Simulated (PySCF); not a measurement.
# C2H8OSi (SMILES CC[SiH2]O) at 6 levels

Wanted: a comparison of 6 runs (B3LYP/cc-pVDZ, BHLYP/cc-pVDZ, BLYP/cc-pVDZ, CAM-B3LYP/cc-pVDZ, M06-L/cc-pVDZ, revPBE/cc-pVDZ) of C2H8OSi. 

The calculation is run with PySCF 2.14.0.

1 further run of the same task is left out (set aside as unsound or not needed).

### 1 The structure to begin with

The species is C2H8OSi (12 atoms), meant as a singlet with charge 0. SMILES: `CC[SiH2]O`. Geometry: relaxed at PBE0-D4/def2-TZVP. This is one conformer, not always the lowest.

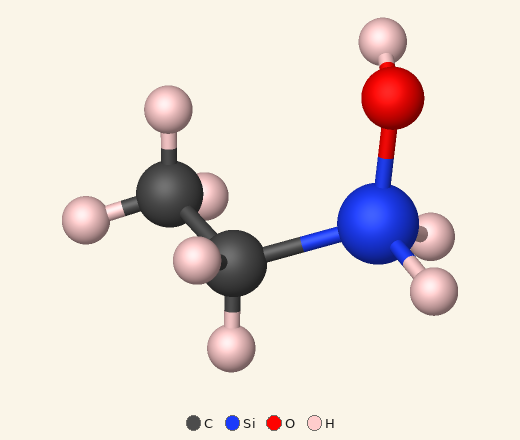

The structure, seen from a chosen angle (carbon dark grey, silicon blue, oxygen red, hydrogen pink).

### 2 A single-point energy at B3LYP/cc-pVDZ (run 1)

File calc.py:

```python
from pyscf import gto, dft

molecule = gto.M(
    atom='''
C     -2.762780    -0.595453    -0.246420
C     -0.364906    -1.124765     1.267250
Si     2.547540     0.261160    -0.167430
O      2.377275     3.368815    -0.433881
H     -2.616704    -1.325265    -2.174697
H     -3.135245     1.432979    -0.375489
H     -4.424605    -1.465105     0.617562
H     -0.551989    -0.398543     3.196850
H     -0.058770    -3.166803     1.449798
H      2.940036    -0.894785    -2.712702
H      4.782141    -0.236027     1.453388
H      1.413704     4.039479    -1.810169
''',
    unit='bohr',
    max_memory=1860,
    spin=0,
    verbose=3,
    charge=0,
    basis='cc-pvdz',
)

ks = dft.RKS(molecule, xc='b3lyp')
ks.conv_tol = 1e-10
ks.grids.level = 5
ks.kernel()
if not ks.converged:
    ks = ks.newton().run(ks.mo_coeff, ks.mo_occ)

energy = ks.e_tot
print('E(%s) = %.9f' % ('B3LYP', energy))
```

On the command line:

```bash
$ OMP_NUM_THREADS=1 python calc.py
```

What it wrote:

```text
converged SCF energy = -445.801483205839
E(B3LYP) = -445.801483206
```

It took 29 s on 1 thread of Intel Xeon at 2.70GHz, shared host; peak memory 0.52 GiB.

### 3 A single-point energy at BHLYP/cc-pVDZ (run 2)

File start.xyz:

```xyz
12
C2H8OSi
C     -1.462000    -0.315100    -0.130400
C     -0.193100    -0.595200     0.670600
Si     1.348100     0.138200    -0.088600
O      1.258000     1.782700    -0.229600
H     -1.384700    -0.701300    -1.150800
H     -1.659100     0.758300    -0.198700
H     -2.341400    -0.775300     0.326800
H     -0.292100    -0.210900     1.691700
H     -0.031100    -1.675800     0.767200
H      1.555800    -0.473500    -1.435500
H      2.530600    -0.124900     0.769100
H      0.748100     2.137600    -0.957900
```

File input.py:

```python
# CC[SiH2]O
from pyscf import gto, dft

mol = gto.M(
    atom='start.xyz',
    spin=0,
    max_memory=1860,
    basis='cc-pvdz',
    verbose=3,
)

calc0 = dft.RKS(mol)
calc0.xc = 'bhandhlyp'
calc0.conv_tol = 1e-10
calc0.grids.level = 5
calc0.kernel()
if not calc0.converged:
    calc0 = calc0.newton().run(calc0.mo_coeff, calc0.mo_occ)

etot = calc0.e_tot
print('E(%s) = %.9f' % ('BHLYP', etot))
```

On the command line:

```bash
$ OMP_NUM_THREADS=1 python input.py
```

What it wrote:

```text
converged SCF energy = -445.690246794767
E(BHLYP) = -445.690246795
```

Wall time 28 s (1 thread of Intel Xeon at 2.70GHz, shared host); peak memory 0.52 GiB.

Runs 3 to 4 aren't shown in full; the table further down has their settings and results.

### 4 A single-point energy at M06-L/cc-pVDZ (run 5)

File input.py:

```python
from pyscf import gto, dft

mol = gto.M(
    atom='''
C     -1.462000    -0.315100    -0.130400
C     -0.193100    -0.595200     0.670600
Si     1.348100     0.138200    -0.088600
O      1.258000     1.782700    -0.229600
H     -1.384700    -0.701300    -1.150800
H     -1.659100     0.758300    -0.198700
H     -2.341400    -0.775300     0.326800
H     -0.292100    -0.210900     1.691700
H     -0.031100    -1.675800     0.767200
H      1.555800    -0.473500    -1.435500
H      2.530600    -0.124900     0.769100
H      0.748100     2.137600    -0.957900
''',
    verbose=3,
    max_memory=1860,
    basis='cc-pvdz',
)

myscf = dft.RKS(mol)
myscf.xc = 'm06-l'
myscf.conv_tol = 1e-10
myscf.grids.level = 5
myscf.kernel()
if not myscf.converged:
    myscf = myscf.newton().run(myscf.mo_coeff, myscf.mo_occ)

e_final = myscf.e_tot
print('Final energy', e_final)
```

On the command line:

```bash
$ OMP_NUM_THREADS=1 python input.py
```

What it wrote:

```text
converged SCF energy = -445.76045381199
Final energy -445.7604538119897
```

Wall time 50 s (1 thread of Intel Xeon at 2.70GHz, shared host); peak memory 0.57 GiB.

### 5 A single-point energy at revPBE/cc-pVDZ (run 6)

File mol.xyz:

```xyz
12

C     -1.462000    -0.315100    -0.130400
C     -0.193100    -0.595200     0.670600
Si     1.348100     0.138200    -0.088600
O      1.258000     1.782700    -0.229600
H     -1.384700    -0.701300    -1.150800
H     -1.659100     0.758300    -0.198700
H     -2.341400    -0.775300     0.326800
H     -0.292100    -0.210900     1.691700
H     -0.031100    -1.675800     0.767200
H      1.555800    -0.473500    -1.435500
H      2.530600    -0.124900     0.769100
H      0.748100     2.137600    -0.957900
```

File input.py:

```python
from pyscf import gto, dft

system = gto.M(
    atom='mol.xyz',
    verbose=3,
    max_memory=1860,
    basis='cc-pvdz',
)

mf = dft.RKS(system)
mf.xc = 'revpbe'
mf.grids.level = 5
mf.conv_tol = 1e-10
mf.kernel()
if not mf.converged:
    mf = mf.newton().run(mf.mo_coeff, mf.mo_occ)

energy = mf.e_tot
print(f'total energy: {energy:.8f} hartree')
```

On the command line:

```bash
$ OMP_NUM_THREADS=1 python input.py
```

What it wrote:

```text
converged SCF energy = -445.661903339124
total energy: -445.66190334 hartree
```

Wall time 32 s (1 thread of Intel Xeon at 2.70GHz, shared host); peak memory 0.52 GiB.

### 6 All runs side by side

| run | level | energy (Eh) | dipole moment (D) | HOMO energy (eV) | LUMO energy (eV) | wall time |
| --- | --- | --- | --- | --- | --- | --- |
| 1 | B3LYP/cc-pVDZ | -445.801483 | 1.57 | -7.61 | 0.69 | 29 s |
| 2 | BHLYP/cc-pVDZ | -445.690247 | 1.62 | -9.20 | 1.82 | 28 s |
| 3 | BLYP/cc-pVDZ | -445.689929 | 1.53 | -6.28 | 0.12 | 32 s |
| 4 | CAM-B3LYP/cc-pVDZ | -445.704992 | 1.59 | -9.23 | 1.95 | 43 s |
| 5 | M06-L/cc-pVDZ | -445.760454 | 1.56 | -6.69 | 0.78 | 50 s |
| 6 | revPBE/cc-pVDZ | -445.661903 | 1.54 | -6.37 | 0.16 | 32 s |

### 7 Summary of results

| quantity | value |
| --- | --- |
| run 6: total energy | -445.66190 Eh |
| run 6: dipole moment | 1.54 D |
| run 6: HOMO energy | -6.37 eV |
| run 6: LUMO energy | 0.16 eV |
| run 6: HOMO–LUMO gap | 6.53 eV |

The dipole moment (its size) runs from 1.53 D (BLYP/cc-pVDZ) to 1.62 D (BHLYP/cc-pVDZ). The HOMO–LUMO gap runs from 6.39 eV (BLYP/cc-pVDZ) to 11.18 eV (CAM-B3LYP/cc-pVDZ). Totals of different functionals can't be ranked against each other. All runs together took 3.6 min, the longest 50 s.
